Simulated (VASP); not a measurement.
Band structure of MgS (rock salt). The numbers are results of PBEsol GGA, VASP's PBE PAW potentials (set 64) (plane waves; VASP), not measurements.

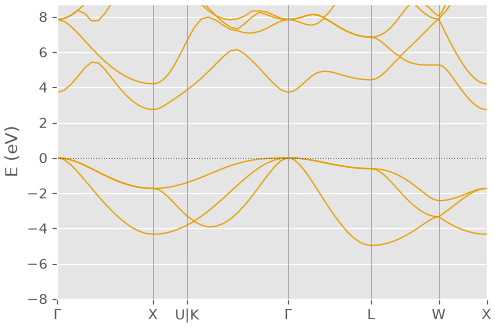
*Bands along high-symmetry lines, zero at the valence-band maximum or, without a gap, the Fermi level*

Read the plot: is there a gap, and where are the band edges?

The gap is indirect, 2.73 eV, from the valence maximum at Γ to the conduction minimum at X. (Edges off the drawn lines would not show.)

The compound is MgS in the rock salt structure. It was relaxed first.
